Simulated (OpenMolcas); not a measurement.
# One shape, several levels: triplet Si2NH6Cl

We compute a comparison of 5 runs (UHF/STO-3G, UHF/6-31G*, UB3LYP/6-31G*, UM06-2X/6-31G*, USVWN5/6-31G*) of triplet Si2NH6Cl. 

The calculation is run with OpenMolcas 26.06.

1 further run of the same task is left out (set aside as unsound or not needed).

### Step 1. The structure to begin with

Si2NH6Cl: 10 atoms, total charge 0, spin state triplet. As SMILES of the parent species, `N[SiH]([SiH3])Cl`. Geometry: relaxed at PBE0-D4/def2-TZVP. This is one conformer, not always the lowest. That shape belongs to the parent species and isn't relaxed for this state.

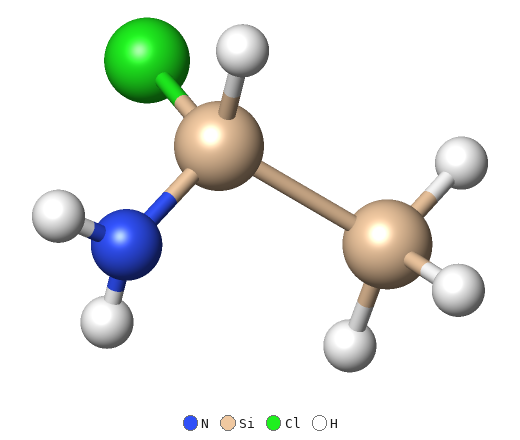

The structure, seen from a chosen angle (nitrogen blue, silicon light orange, chlorine green, hydrogen white).

### Step 2. A single-point energy at UHF/STO-3G (run 1)

input.xyz

```xyz
10

N     -0.500400     1.640400    -0.476600
Si    -0.088700     0.024400    -0.834700
Si     0.678000    -1.030800     1.103600
Cl    -1.669600    -1.135800    -1.538400
H     -1.066800     1.857300     0.327900
H     -0.657600     2.302300    -1.220500
H      0.889100     0.060000    -1.948200
H      0.872200    -2.482600     0.855100
H     -0.336100    -0.853800     2.179500
H      1.962900    -0.432600     1.555400
```

run.inp

```
&GATEWAY
BasLib=$CurrDir
Coord=input.xyz
Basis=STO-3G
Group=NoSym
&SEWARD
&SCF
UHF
Spin=3
Thresholds=1e-10 1e-07 1e-07 1e-05
PrOrbitals=1 2
```

The basis set STO-3G is read from a file made from the Basis Set Exchange's data (not shown).

The run is started by

```console
$ export MOLCAS_MEM=1860
$ pymolcas run.inp > run.log
```

The log of the run:

```text
--- Start Module: gateway ---
[...]
--- Stop Module: gateway /rc=_RC_ALL_IS_WELL_ ---
--- Start Module: seward ---
[...]
      Basis functions           38
--- Stop Module: seward /rc=_RC_ALL_IS_WELL_ ---
--- Start Module: scf ---
[...]
       Convergence after  30 Iterations
[...]
::    Total SCF energy                              -1082.7897122491
[...]
      Total spin, S                                     1.0051977754
[...]
      Total electronic charge=   58.000000
      Total            charge=   -0.000000
[...]
      Dipole Moment (debye):
      Origin of the operator (angstrom)=   -0.4256   -0.4005   -0.4612
                   X=  1.8064E+00               Y=  7.5466E+00               Z=  1.7256E+00           Total=  7.9493E+00
      Quadrupole Moment (debye*angstrom):
[...]
--- Stop Module: scf /rc=_RC_ALL_IS_WELL_ ---
[...]
```

Wall time 2.2 s (1 thread of Intel Xeon 6975P-C (Granite Rapids), shared host); peak memory 0.37 GiB.

### Step 3. A single-point energy at UHF/6-31G(d) (spherical functions) (run 2)

run.inp

```
&GATEWAY
BasLib
$CurrDir
Coord
10
angstrom
N       -0.500400       1.640400      -0.476600
Si      -0.088700       0.024400      -0.834700
Si       0.678000      -1.030800       1.103600
Cl      -1.669600      -1.135800      -1.538400
H       -1.066800       1.857300       0.327900
H       -0.657600       2.302300      -1.220500
H        0.889100       0.060000      -1.948200
H        0.872200      -2.482600       0.855100
H       -0.336100      -0.853800       2.179500
H        1.962900      -0.432600       1.555400
Basis
6-31Gs
Group
NoSym
&SEWARD
&SCF
UHF
Spin
3
Thresholds
1e-10 1e-07 1e-07 1e-05
PrOrbitals
1
```

The basis set 6-31G* is read from a file made from the Basis Set Exchange's data (not shown).

The run is started by

```console
$ export MOLCAS_MEM=1860
$ pymolcas run.inp > run.log
```

The log of the run:

```text
--- Start Module: gateway ---
[...]
--- Stop Module: gateway /rc=_RC_ALL_IS_WELL_ ---
--- Start Module: seward ---
[...]
      Basis functions           80
--- Stop Module: seward /rc=_RC_ALL_IS_WELL_ ---
[...]
--- Start Module: scf ---
[...]
       Convergence after  27 Iterations
[...]
::    Total SCF energy                              -1095.0884765306
[...]
      Total spin, S                                     1.0040512352
[...]
      Total electronic charge=   58.000000
      Total            charge=   -0.000000
[...]
      Dipole Moment (debye):
      Origin of the operator (angstrom)=   -0.4256   -0.4005   -0.4612
                   X=  4.5442E-01               Y=  3.9971E+00               Z=  7.2181E-01           Total=  4.0871E+00
      Quadrupole Moment (debye*angstrom):
[...]
--- Stop Module: scf /rc=_RC_ALL_IS_WELL_ ---
[...]
```

It took 6.9 s on 1 thread of Intel Xeon 6975P-C (Granite Rapids), shared host; peak memory 0.45 GiB.

### Step 4. The energy at UB3LYP/6-31G(d) (spherical functions) (run 3)

test.inp

```
>>> EXPORT MOLCAS_PRINT=2

&GATEWAY
 BASLIB=$CurrDir
 BASISSET
 N.6-31Gs....
 N1 -0.500400 1.640400 -0.476600 angstrom
 End of Basis
 BASISSET
 Si.6-31Gs....
 Si2 -0.088700 0.024400 -0.834700 angstrom
 Si3 0.678000 -1.030800 1.103600 angstrom
 End of Basis
 BASISSET
 Cl.6-31Gs....
 Cl4 -1.669600 -1.135800 -1.538400 angstrom
 End of Basis
 BASISSET
 H.6-31Gs....
 H5 -1.066800 1.857300 0.327900 angstrom
 H6 -0.657600 2.302300 -1.220500 angstrom
 H7 0.889100 0.060000 -1.948200 angstrom
 H8 0.872200 -2.482600 0.855100 angstrom
 H9 -0.336100 -0.853800 2.179500 angstrom
 H10 1.962900 -0.432600 1.555400 angstrom
 End of Basis

&SEWARD
 GRIDINPUT
 Grid=UltraFine
 End of Grid

&SCF
 UHF
 SPIN=3
 KSDFT=B3LYP
 THRESHOLDS=1e-10 1e-07 1e-07 1e-05
 PRORBITALS=1
```

The basis set 6-31G* is read from a file made from the Basis Set Exchange's data (not shown).

The run is started by

```console
$ export MOLCAS_MEM=1860
$ pymolcas test.inp > test.log
```

The log of the run:

```text
--- Start Module: gateway ---
[...]
--- Stop Module: gateway /rc=_RC_ALL_IS_WELL_ ---
--- Start Module: seward ---
[...]
      Basis functions           80
--- Stop Module: seward /rc=_RC_ALL_IS_WELL_ ---
[...]
--- Start Module: scf ---
[...]
       Convergence after  29 Iterations
[...]
::    Total KS-DFT energy                           -1097.3821907761
[...]
      Total spin, S                                     1.0020138627
[...]
      Total electronic charge=   58.000000
      Total            charge=   -0.000000
[...]
      Dipole Moment (debye):
      Origin of the operator (angstrom)=   -0.4256   -0.4005   -0.4612
                   X= -2.8361E-01               Y=  2.3299E+00               Z=  4.3288E-01           Total=  2.3867E+00
      Quadrupole Moment (debye*angstrom):
[...]
--- Stop Module: scf /rc=_RC_ALL_IS_WELL_ ---
[...]
```

Run time: 56 s. Hardware: 1 thread of Intel Xeon 6975P-C (Granite Rapids), shared host; peak memory 0.45 GiB.

Run 4 isn't shown in full; the table further down has it.

### Step 5. The energy at USVWN5/6-31G(d) (spherical functions) (run 5)

input.xyz is that of step 2.

test.input

```
* ClH6NSi2 Kohn-Sham DFT
&GATEWAY
BasLib = $CurrDir
Coord = input.xyz
Basis = 6-31Gs
Group = NoSym
&SEWARD
GridInput
Grid=UltraFine
End of Grid
&SCF
UHF
Spin = 3
KSDFT = SVWN5
Thresholds = 1e-10 1e-07 1e-07 1e-05
PrOrbitals = 1 1
```

The basis set 6-31G* is read from a file made from the Basis Set Exchange's data (not shown).

The run is started by

```console
$ export MOLCAS_MEM=1860
$ pymolcas test.input > test.log
```

The log of the run:

```text
--- Start Module: gateway ---
[...]
--- Stop Module: gateway /rc=_RC_ALL_IS_WELL_ ---
--- Start Module: seward ---
[...]
      Basis functions           80
--- Stop Module: seward /rc=_RC_ALL_IS_WELL_ ---
[...]
--- Start Module: scf ---
[...]
       Convergence after  35 Iterations
[...]
::    Total KS-DFT energy                           -1093.0429481933
[...]
      Total spin, S                                     1.0004791775
[...]
      Total electronic charge=   58.000000
      Total            charge=   -0.000000
[...]
      Dipole Moment (debye):
      Origin of the operator (angstrom)=   -0.4256   -0.4005   -0.4612
                   X= -2.9203E-01               Y=  1.9800E+00               Z=  3.9333E-01           Total=  2.0397E+00
      Quadrupole Moment (debye*angstrom):
[...]
--- Stop Module: scf /rc=_RC_ALL_IS_WELL_ ---
[...]
```

Wall time 38 s (1 thread of Intel Xeon 6975P-C (Granite Rapids), shared host); peak memory 0.45 GiB.

### Step 6. Overview of the runs

```
run                                 level  integration grid   energy (Eh)  dipole moment (D)   ⟨S²⟩  wall time
  1                            UHF/STO-3G                 –  -1082.789712               7.95  2.016      2.2 s
  2      UHF/6-31G* (spherical functions)                 –  -1095.088477               4.09  2.012      6.9 s
  3   UB3LYP/6-31G* (spherical functions)         UltraFine  -1097.382191               2.39  2.006       56 s
  4  UM06-2X/6-31G* (spherical functions)         UltraFine  -1097.214194               1.96  2.005       81 s
  5   USVWN5/6-31G* (spherical functions)         UltraFine  -1093.042948               2.04  2.001       38 s
```

### Step 7. Outcome

```
                                 quantity           value
                      run 5: total energy  -1093.04295 Eh
                     run 5: dipole moment          2.04 D
run 5: HOMO energy (highest over α and β)        -1.28 eV
                              run 5: ⟨S²⟩           2.001
```

**Reading.** The dipole moment (its size) runs from 1.96 D (UM06-2X/6-31G*) to 7.95 D (UHF/STO-3G). The two ends differ in method and basis. So wide a spread suggests that the runs ended on unlike SCF solutions, not only an effect of the method. Totals of different functionals can't be ranked against each other. In run 1 the basis is minimal, so the values are rough. All runs together took 3.1 min, the longest 81 s.
